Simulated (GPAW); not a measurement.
# Core-hole calculation of the Ru L₃ edge in NbRu (Pm-3m), part 2 of 3

How does the Ru L₃ edge of NbRu (Pm-3m) move when the bonds are compressed or stretched?

GPAW 26.7.0; X-ray absorption from dipole matrix elements to empty bands, plane-wave PAW LDA.

So far. Step 2 (The field without a hole): The mesh shows no gap, so the system is treated as a metal and the core electron is put at the Fermi level (neutral cell).

**4. Spectrum with XCH, Ru atom 1**

The holes are 5.5 Å apart. In GPAW the data set carries the hole's charge, so charge=0 means a charged cell and charge=-1 a neutral one. The excited electron is kept in the cell, where it fills the lowest empty states and screens the hole. After the field has converged, empty bands are computed with the density fixed and the dipole matrix elements are summed.

The absorber has 8 Nb at 2.76 Å and 6 Ru at 3.18 Å (cube and octahedron, as in bcc, site symmetry m-3m).

xas.py reads:

```python
import numpy as np
from ase import Atoms
from ase.parallel import parprint, paropen
from gpaw import GPAW, PW, FermiDirac, Mixer, MixerDif, setup_paths
from gpaw.test import gen
setup_paths.insert(0, '.')
gen('Ru', name='fch2p', xcname='LDA', corehole=(2, 1, 1), write_xml=True)
from gpaw.mpi import world
world.barrier()

atoms = Atoms('Ru4Nb4',
    cell=[[3.184, 3.184, 3.184],
     [-3.184, 3.184, -3.184],
     [-3.184, 3.184, 3.184]],
    scaled_positions=[[0.5, 0, 0],
     [0, 0.5, 0],
     [0.5, 0.5, 0.5],
     [0, 0, 0.5],
     [0, 0, 0],
     [0.5, 0.5, 0],
     [0, 0.5, 0.5],
     [0.5, 0, 0.5]],
    pbc=True)
atoms.calc = calc = GPAW(legacy_gpaw=True, mode=PW(430), xc='LDA', setups={0: 'fch2p'},
    kpts={'size': (6, 6, 6), 'gamma': True}, occupations=FermiDirac(0.1),
    charge=-1, mixer=Mixer(0.1, 5, 50), maxiter=150,
    convergence={'density': 0.0001}, txt='scf.txt')
energy = atoms.get_potential_energy() + calc.get_reference_energy()
ef = calc.get_fermi_level()
out = dict(energy=energy, fermi=ef, forces=atoms.get_forces().tolist())
parprint(f'all-electron energy {energy:.4f} eV, Fermi level {ef:.4f} eV')
ev = np.array([[calc.get_eigenvalues(k, s) for k in range(len(calc.get_ibz_k_points()))] for s in range(calc.get_number_of_spins())])
out['homo'], out['lumo'], out['counts'] = ev[ev < ef].max(), ev[ev > ef].min(), sorted(set((ev < ef).sum((0, 2)).tolist()))
out['filled'] = (ev[:, 0] < ef).sum(1).tolist()

from ase.units import Ha
from gpaw.xas import dipole_matrix_elements
nb = int(calc.get_number_of_electrons() / 2) + 120
top, nb = nb, nb + 8 + nb // 12
nscf = calc.fixed_density(kpts={'size': (6, 6, 6), 'gamma': True}, nbands=nb,
    convergence={'bands': top, 'eigenstates': 1e-5}, maxiter=60, txt='nscf.txt')
cell = atoms.cell.array
ops = [cell.T @ U.T @ np.linalg.inv(cell.T) for U in nscf.wfs.kd.symmetry.op_scc]
E = np.arange(-6, 34, 0.1)
fwhm = np.interp(E, [4, 25], [2, 3.5])
Y, X, zero, highest = 0, 0, 1e9, 1e9
for spin in range(nscf.get_number_of_spins()):
    wfs = nscf.wfs
    A = dipole_matrix_elements(wfs.setups[0])
    eps = np.zeros((wfs.kd.nibzkpts, nb))
    d = np.zeros((3, A.shape[1], wfs.kd.nibzkpts, nb), complex)
    for kpt in wfs.kpt_u:
        if kpt.s == spin and 0 in kpt.P_ani:
            eps[kpt.k] = kpt.eps_n * Ha
            d[:, :, kpt.k] = (kpt.weight * wfs.nspins / 2) ** 0.5 * np.inner(A, kpt.P_ani[0])
    world.sum(eps)
    world.sum(d)
    T = np.einsum('amkn,bmkn->abkn', d, d.conj()).real
    T = sum(np.einsum('ai,ijkn,bj->abkn', R, T, R) for R in ops) / len(ops)
    empty = eps > ef
    zero, highest = min(zero, eps[empty].min()), min(highest, eps[:, top - 1].min())
    lines = [(eps, T, empty)] if spin == 0 else lines + [(eps, T, empty)]
for eps, T, empty in lines:
    f = np.einsum('aakn->akn', T).reshape(3, -1)
    x = eps.ravel() - zero
    w = np.interp(x, E, fwhm) / 2.35482
    g = np.exp(-0.5 * ((E[:, None] - x) / w) ** 2) / (w * (2 * np.pi) ** 0.5)
    Y = Y + (f * empty.ravel()) @ g.T
    X = X + (f * ~empty.ravel()) @ g.T
out.update(E=E.round(2).tolist(), xas=Y.tolist(), xes=X.tolist(), zero=zero, valid=highest - zero, nk=len(eps), nb=nb)
for i in range(0, len(E), 10):
    parprint(f'{E[i]:7.2f}', *(f'{v:10.3e}' for v in Y[:, i]))
import json
with paropen('out.json', 'w') as f:
    json.dump(out, f)
```

Run with:

```console
$ OMP_NUM_THREADS=1 mpirun -n 2 gpaw python xas.py
```

Numbers of over 12 decimals in the logs are rounded to 6 here.

Log:

```text
Input parameters:
  charge: -1
  convergence: {density: 0.0001}
  kpts: {gamma: True,
         size: (6, 6, 6)}
  maxiter: 150
  mixer: {backend: pulay,
          beta: 0.1,
          method: separate,
          nmaxold: 5,
          weight: 50}
  mode: {ecut: 430.0,
         name: pw}
  occupations: {fixmagmom: False,
                name: fermi-dirac,
                width: 0.1}
  setups: {0: fch2p}

Initialize ...

[... PAW data sets ...]

Reference energy: -904796.697568  # eV

Spin-paired calculation

[... convergence settings ...]
Symmetries present (total): 12
  [... symmetry matrices ...]

216 k-points: 6 x 6 x 6 Monkhorst-Pack grid + [1/12,1/12,1/12]
32 k-points in the irreducible part of the Brillouin zone
       k-points in crystal coordinates                weights
   0:     0.00000000    0.00000000    0.00000000          1/216
   1:     0.00000000    0.16666667    0.16666667          6/216
   2:     0.00000000    0.33333333   -0.33333333          2/216
   3:     0.00000000    0.33333333    0.16666667          6/216
   4:     0.00000000    0.33333333    0.33333333          6/216
   5:     0.00000000    0.50000000    0.33333333         12/216
   6:     0.00000000    0.50000000    0.50000000          3/216
   7:     0.16666667    0.00000000    0.16666667          6/216
   8:     0.16666667    0.16666667    0.16666667          6/216
   9:     0.16666667    0.16666667    0.33333333         12/216
          ...
  31:     0.50000000    0.50000000    0.50000000          1/216

Wave functions: Plane wave expansion
  Cutoff energy: 430.000 eV
  Number of coefficients (min, max): 2587, 2646
  Pulay-stress correction: 0.000000 eV/Ang^3 (de/decut=0.000000)
  Using FFTW library
  Wavefunction extrapolation:
    Improved wavefunction reuse through dual PAW basis

Occupation numbers: Fermi-Dirac:
  width: 0.1000  # eV

Eigensolver
   Davidson(niter=2)

Densities:
  Coarse grid: 27*27*27 grid
  Fine grid: 54*54*54 grid
  Total Charge: 0.000000

Density mixing:
  Method: separate
  Backend: pulay
  Linear mixing parameter: 0.1
  old densities: 5
  Width of damping distribution: 1.1
  Damping of long wavelength oscillations: 50

[... Hamiltonian set-up ...]
Number of atoms: 8
Number of atomic orbitals: 104
Number of bands in calculation: 75
Number of valence electrons: 117
Bands to converge: occupied

... initialized

Initializing position-dependent things.

Density initialized from atomic densities
Creating initial wave functions:
  75 bands from LCAO basis set

                 Nb
              Ru
            Ru      Ru

         Nb      Nb
               Nb
            Ru

Atomic positions and initial magnetic moments

Positions:
   0 Ru     1.592000    1.592000    1.592000    ( 0.0000,  0.0000,  0.0000)
   1 Ru    -1.592000    1.592000   -1.592000    ( 0.0000,  0.0000,  0.0000)
   2 Ru    -1.592000    4.776000    1.592000    ( 0.0000,  0.0000,  0.0000)
   3 Ru    -1.592000    1.592000    1.592000    ( 0.0000,  0.0000,  0.0000)
   4 Nb     0.000000    0.000000    0.000000    ( 0.0000,  0.0000,  0.0000)
   5 Nb     0.000000    3.184000    0.000000    ( 0.0000,  0.0000,  0.0000)
   6 Nb    -3.184000    3.184000    0.000000    ( 0.0000,  0.0000,  0.0000)
   7 Nb     0.000000    3.184000    3.184000    ( 0.0000,  0.0000,  0.0000)

Unit cell:
           periodic     x           y           z      points  spacing
  1. axis:    yes    3.184000    3.184000    3.184000    27     0.1668
  2. axis:    yes   -3.184000    3.184000   -3.184000    27     0.1668
  3. axis:    yes   -3.184000    3.184000    3.184000    27     0.1668

  Lengths:   5.514850   5.514850   5.514850
  Angles:   70.528779  70.528779 109.471221

Effective grid spacing dv^(1/3) = 0.1872

iter:   1  -114.780766
iter:   2  -105.787414   -0.81  -1.12
iter:   3  -104.909901   -0.55  -1.20
iter:   4  -100.532632   -1.51  -1.41
iter:   5   -99.608118   -1.39  -1.58
iter:   6   -99.607671   -2.52  -1.92
iter:   7   -99.842835   -2.22  -1.92
iter:   8   -99.651361   -2.20  -1.81
iter:   9   -99.574696   -2.53  -2.24
iter:  10   -99.575763   -3.93  -3.03
iter:  11   -99.575449c  -4.95  -3.08
iter:  12   -99.575165c  -5.02  -3.20
iter:  13   -99.574961c  -5.14  -3.22
iter:  14   -99.574934c  -5.40  -3.49
iter:  15   -99.574772c  -6.19  -3.92
iter:  16   -99.574778c  -7.29  -4.13c
iter:  17   -99.574781c  -7.53c -4.17c

Converged after 17 iterations.

Dipole moment: (0.000000, -0.000000, -0.000000) |e|*Ang

Energy contributions relative to reference atoms: (reference = -904796.697568)

Kinetic:        -20.375694
Potential:      -15.085932
External:        +0.000000
XC:             -62.389936
Entropy (-ST):   -0.437273
Local:           -1.504583
SIC:             +0.000000
--------------------------
Free energy:    -99.793417
Extrapolated:   -99.574781

Showing only first 2 kpts
 Kpt  Band  Eigenvalues  Occupancy
  0    56     12.99857    0.00056
  0    57     12.99857    0.00056
  0    58     13.33409    0.00002
  0    59     13.33409    0.00002

  1    56     12.42028    0.16735
  1    57     12.44659    0.13118
  1    58     12.78729    0.00464
[...]
Fermi level: 12.18094

No gap
No difference between direct/indirect transitions

Forces in eV/Ang:
  0 Ru   -0.00000   -0.00000    0.00000
  1 Ru    0.00000   -0.00000    0.00000
  2 Ru    0.00000    0.00000   -0.00000
  3 Ru   -0.00000    0.00000    0.00000
  4 Nb    0.00000   -0.00000    0.00000
  5 Nb    0.00000    0.00000    0.00000
  6 Nb    0.00000    0.00000   -0.00000
  7 Nb    0.00000    0.00000   -0.00000
Scalar-relativistic atomic LDA calculation for Ru (Ruthenium, Z=44)
Core hole in 2p state (2p occupation: 5.0)
750 radial gridpoints.
|------------------------------------------------|
|------------------------------------------------|
[... the atom generator's iteration count ...]

Energy contributions:
-------------------------
Kinetic:    +4567.004257
XC:          -124.357606
Potential:  -8861.544401
-------------------------
Total:      -4418.897750

state      eigenvalue         ekin         rmax
-----------------------------------------------
1s^2.0 :  -810.789758  1020.838434        0.022
2s^2.0 :  -119.528283   211.329662        0.123
2p^5.0 :  -108.030822   203.018947        0.098
3s^2.0 :   -21.807619    58.200770        0.357
3p^6.0 :   -17.911854    54.358007        0.349
3d^10.0:   -11.590504    49.517831        0.291
4s^2.0 :    -3.373979    14.366068        0.890
4p^6.0 :    -2.246267    11.932759        0.949
4d^7.0 :    -0.631256     6.808823        1.127
5s^1.0 :    -0.449315     1.854984        2.467
5p^0.0 :    -0.267617     1.147224        3.053
-----------------------------------------------
(units: Bohr and Hartree)

Generating PAW setup
Kinetic energy of the core from tauc = 4514.238730109916
Cutoffs:
rc(s)=2.420
rc(p)=2.430
rc(d)=2.370
rc(vbar)=2.420
rc(comp)=2.330
rc(nct)=2.430

Kinetic energy of the core states: 4417.158819
Charge: 1.0
Core electrons: 27.0
Valence electrons: 16.0
Pseudo-core charge: 0.000035
Shape function alpha=1.842
Pseudo-electron charge 5.695833
state    eigenvalue         norm
--------------------------------
4s(2) :    -3.373979     0.220227
5s(1) :    -0.449315     1.035204
4p(6) :    -2.246267     0.188784
5p(0) :    -0.267617     0.987217
4d(7) :    -0.631256     0.441062
*d    :     0.368744
--------------------------------

Diagonalizing with gridspacing h=0.050

state   all-electron     PAW
-------------------------------
4s:      -3.373979    -3.374511
4p:      -2.246267    -2.246716
4d:      -0.631256    -0.632596
*f:                   -0.023373
-------------------------------
all-electron energy -904896.2723 eV, Fermi level 12.1809 eV
[...]
31.00  5.598e-06  5.598e-06  5.598e-06
  32.00  6.041e-06  6.041e-06  6.041e-06
  33.00  5.954e-06  5.954e-06  5.954e-06
```

Wall time 6.2 min (2 MPI ranks of Arm Neoverse V1, shared host); peak memory 0.54 GiB; 12 min of CPU time.

The Ru L₃ spectrum, Ru atom 1, excited-electron core hole (neutral cell) (energy from the lowest empty level; intensity scaled to a mean of 1 over the first 20 eV):

```csv
E (eV),intensity
-2.0,0.06
-0.5,1.44
1.0,2.82
2.5,1.97
4.0,0.88
5.5,0.51
7.0,0.43
8.5,0.44
10.0,0.76
11.5,0.93
13.0,1.01
14.5,1.02
16.0,0.80
17.5,0.67
19.0,0.73
20.5,0.62
22.0,0.64
23.5,0.77
25.0,0.76
26.5,0.71
28.0,0.69
29.5,0.65
31.0,0.69
```

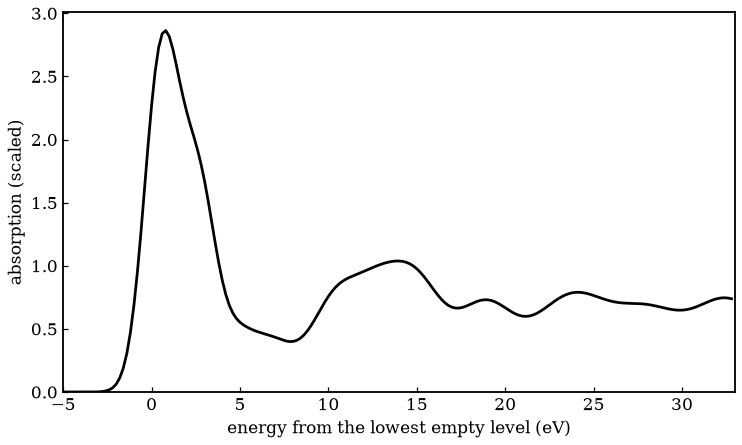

The Ru L₃ edge, Ru atom 1, excited-electron core hole (neutral cell): main maxima at 0.8, 14.0 and 24.2 eV.

Main maxima below 30 eV (height): 0.8 eV (2.86), 14.0 eV (1.04), 18.8 eV (0.73) and 24.2 eV (0.79). At an L edge the dipole rule selects empty d (and weakly s) states on the absorber, and the strong line at the onset measures the empty part of its d band.

The energy difference (zero at 2870 eV) isn't read as a photon energy: for so heavy an absorber the terms left out (core spin–orbit splitting, the hole's spin, the functional's error) amount to tens of eV or more.

**5. Reference energy of the supercell**

The cell changes for the next run, so it gets a reference energy of its own.

The cell differs from the one that the last finished run ended in (a 5.515 → 5.344 Å, b 5.515 → 5.344 Å, c 5.515 → 5.344 Å).

scf.py reads:

```python
import numpy as np
from ase import Atoms
from ase.parallel import parprint, paropen
from gpaw import GPAW, PW, FermiDirac, Mixer, MixerDif, setup_paths
from gpaw.test import gen
setup_paths.insert(0, '.')
gen('Ru', name='nch2p', xcname='LDA', corehole=(2, 1, 0), write_xml=True)
from gpaw.mpi import world
world.barrier()

atoms = Atoms('Ru4Nb4',
    cell=[[3.08546191, 3.08546191, 3.08546191],
     [-3.08546191, 3.08546191, -3.08546191],
     [-3.08546191, 3.08546191, 3.08546191]],
    scaled_positions=[[0.5, 0, 0],
     [0, 0.5, 0],
     [0.5, 0.5, 0.5],
     [0, 0, 0.5],
     [0, 0, 0],
     [0.5, 0.5, 0],
     [0, 0.5, 0.5],
     [0.5, 0, 0.5]],
    pbc=True)
atoms.calc = calc = GPAW(legacy_gpaw=True, mode=PW(430), xc='LDA', setups={0: 'nch2p'},
    kpts={'size': (6, 6, 6), 'gamma': True}, occupations=FermiDirac(0.1),
    charge=0, mixer=Mixer(0.1, 5, 50), maxiter=150,
    convergence={'density': 0.0001}, txt='scf.txt')
energy = atoms.get_potential_energy() + calc.get_reference_energy()
ef = calc.get_fermi_level()
out = dict(energy=energy, fermi=ef, forces=atoms.get_forces().tolist())
parprint(f'all-electron energy {energy:.4f} eV, Fermi level {ef:.4f} eV')
ev = np.array([[calc.get_eigenvalues(k, s) for k in range(len(calc.get_ibz_k_points()))] for s in range(calc.get_number_of_spins())])
out['homo'], out['lumo'], out['counts'] = ev[ev < ef].max(), ev[ev > ef].min(), sorted(set((ev < ef).sum((0, 2)).tolist()))
out['filled'] = (ev[:, 0] < ef).sum(1).tolist()
import json
with paropen('out.json', 'w') as f:
    json.dump(out, f)
```

Run with:

```console
$ OMP_NUM_THREADS=1 mpirun -n 2 gpaw python scf.py
```

Log:

```text
Input parameters:
  convergence: {density: 0.0001}
  kpts: {gamma: True,
         size: (6, 6, 6)}
  maxiter: 150
  mixer: {backend: pulay,
          beta: 0.1,
          method: separate,
          nmaxold: 5,
          weight: 50}
  mode: {ecut: 430.0,
         name: pw}
  occupations: {fixmagmom: False,
                name: fermi-dirac,
                width: 0.1}
  setups: {0: nch2p}

Initialize ...

[...]
5s(1) :    -0.165642     1.006927
4p(6) :    -1.710171     0.232766
5p(0) :    -0.037961     0.989362
4d(7) :    -0.198508     0.557875
*d    :     0.801492
--------------------------------

Diagonalizing with gridspacing h=0.050

state   all-electron     PAW
-------------------------------
4s:      -2.807098    -2.807664
4p:      -1.710171    -1.710635
4d:      -0.198508    -0.199753
*f:                    0.068975
-------------------------------
all-electron energy -907766.2948 eV, Fermi level 13.9859 eV
[key lines of the parts left out:]
Converged after 18 iterations.
Dipole moment: (-0.000000, -0.000000, -0.000000) |e|*Ang
Free energy:    -90.708439
Fermi level: 13.98588
```

Wall time 2.1 min (2 MPI ranks); peak memory 0.31 GiB.

Reference energy: -907766.295 eV with the cores included.

**6. Spectrum with XCH, Ru atom 1**

Shorter bonds are expected to push antibonding states and scattering resonances up, and longer ones down; the cell is scaled to test that.

Changed against the first core-hole run: volume scale from 1 to 0.91.

xas.py, as its differences from that of step 4:

```diff
@@ -11,5 +11,5 @@
 atoms = Atoms('Ru4Nb4',
-    cell=[[3.184, 3.184, 3.184],
-     [-3.184, 3.184, -3.184],
-     [-3.184, 3.184, 3.184]],
+    cell=[[3.08546191, 3.08546191, 3.08546191],
+     [-3.08546191, 3.08546191, -3.08546191],
+     [-3.08546191, 3.08546191, 3.08546191]],
     scaled_positions=[[0.5, 0, 0],
@@ -37,3 +37,3 @@
 from gpaw.xas import dipole_matrix_elements
-nb = int(calc.get_number_of_electrons() / 2) + 120
+nb = int(calc.get_number_of_electrons() / 2) + 113
 top, nb = nb, nb + 8 + nb // 12
```

Run with:

```console
$ OMP_NUM_THREADS=1 mpirun -n 2 gpaw python xas.py
```

Log:

```text
Input parameters:
  charge: -1
  convergence: {density: 0.0001}
  kpts: {gamma: True,
         size: (6, 6, 6)}
  maxiter: 150
  mixer: {backend: pulay,
          beta: 0.1,
          method: separate,
          nmaxold: 5,
          weight: 50}
  mode: {ecut: 430.0,
         name: pw}
  occupations: {fixmagmom: False,
                name: fermi-dirac,
                width: 0.1}
  setups: {0: fch2p}

Initialize ...

[...]
*d    :     0.368744
--------------------------------

Diagonalizing with gridspacing h=0.050

state   all-electron     PAW
-------------------------------
4s:      -3.373979    -3.374511
4p:      -2.246267    -2.246716
4d:      -0.631256    -0.632596
*f:                   -0.023373
-------------------------------
all-electron energy -904896.4837 eV, Fermi level 13.7950 eV
[...]
32.00  5.048e-06  5.048e-06  5.048e-06
  33.00  5.467e-06  5.467e-06  5.467e-06
[key lines of the parts left out:]
Converged after 16 iterations.
Dipole moment: (-0.000000, -0.000000, -0.000000) |e|*Ang
Free energy:    -99.986750
Fermi level: 13.79499
```

Elapsed: 5.4 min, on 2 MPI ranks; peak memory 0.52 GiB.

```csv
E (eV),first run,this run
-2.0,0.06,0.06
-1.0,0.69,0.65
0.0,2.27,2.16
1.0,2.82,2.69
2.0,2.21,2.08
3.0,1.67,1.75
4.0,0.88,1.10
5.0,0.55,0.58
6.0,0.48,0.48
7.0,0.43,0.45
8.0,0.40,0.41
9.0,0.52,0.38
10.0,0.76,0.50
11.0,0.89,0.76
12.0,0.96,0.97
13.0,1.01,1.07
14.0,1.04,1.12
15.0,0.98,1.10
16.0,0.80,0.98
17.0,0.67,0.76
18.0,0.69,0.64
19.0,0.73,0.69
20.0,0.67,0.75
21.0,0.60,0.70
22.0,0.64,0.60
23.0,0.74,0.58
24.0,0.79,0.66
25.0,0.76,0.74
26.0,0.72,0.76
27.0,0.70,0.73
28.0,0.69,0.70
29.0,0.67,0.69
30.0,0.65,0.67
31.0,0.69,0.63
32.0,0.74,0.61
```

The scaled spectrum changes by 10 % r.m.s. The highest intensity below 24 eV goes from 0.8 eV (2.86) to 0.8 eV (2.73).

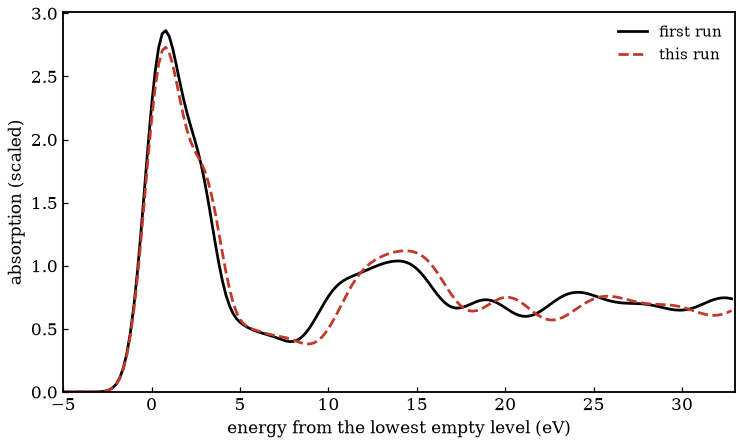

The effect of the change (volume scale from 1 to 0.91).

The photon energy of the zero moves by +0.11 eV.

**7. Reference energy of the supercell**

The cell changes for the next run, so it gets a reference energy of its own.

The cell differs from the one that the last finished run ended in (a 5.344 → 5.569 Å, b 5.344 → 5.569 Å, c 5.344 → 5.569 Å).

scf.py, as its differences from that of step 5:

```diff
@@ -11,5 +11,5 @@
 atoms = Atoms('Ru4Nb4',
-    cell=[[3.08546191, 3.08546191, 3.08546191],
-     [-3.08546191, 3.08546191, -3.08546191],
-     [-3.08546191, 3.08546191, 3.08546191]],
+    cell=[[3.2155268, 3.2155268, 3.2155268],
+     [-3.2155268, 3.2155268, -3.2155268],
+     [-3.2155268, 3.2155268, 3.2155268]],
     scaled_positions=[[0.5, 0, 0],
```

Run with:

```console
$ OMP_NUM_THREADS=1 mpirun -n 2 gpaw python scf.py
```

Log:

```text
Input parameters:
  convergence: {density: 0.0001}
  kpts: {gamma: True,
         size: (6, 6, 6)}
  maxiter: 150
  mixer: {backend: pulay,
          beta: 0.1,
          method: separate,
          nmaxold: 5,
          weight: 50}
  mode: {ecut: 430.0,
         name: pw}
  occupations: {fixmagmom: False,
                name: fermi-dirac,
                width: 0.1}
  setups: {0: nch2p}

Initialize ...

[...]
5s(1) :    -0.165642     1.006927
4p(6) :    -1.710171     0.232766
5p(0) :    -0.037961     0.989362
4d(7) :    -0.198508     0.557875
*d    :     0.801492
--------------------------------

Diagonalizing with gridspacing h=0.050

state   all-electron     PAW
-------------------------------
4s:      -2.807098    -2.807664
4p:      -1.710171    -1.710635
4d:      -0.198508    -0.199753
*f:                    0.068975
-------------------------------
all-electron energy -907765.5445 eV, Fermi level 11.8746 eV
[key lines of the parts left out:]
Converged after 14 iterations.
Dipole moment: (-0.000000, 0.000000, 0.000000) |e|*Ang
Free energy:    -89.982528
Fermi level: 11.87465
```

Wall time 1.8 min (2 MPI ranks); peak memory 0.31 GiB; 3.6 min of CPU time.

Reference energy: -907765.544 eV with the cores included.

[end of part 2 of 3]

[Banner, clock and machine lines of the logs are left out without a mark of their own.]

[Logs are printed without paths, hosts, clocks, repeated set-up lines and the standing remarks that a program may print on its own settings, such as how far it seeks lower states.]

[Hosts, paths, dates, database ids (printed as entryN), source tags and the programs' standing remarks are cut or masked in the printed files.]

[Lists of maxima count a maximum above −3 eV only where it reaches 4 % of the highest in the window and stands out from its surroundings by 2 % of it (1.5 % where it reaches 55 %); shoulders and weaker maxima are passed over, and of the rest the first, up to two pre-edge ones and the few strongest are named.]
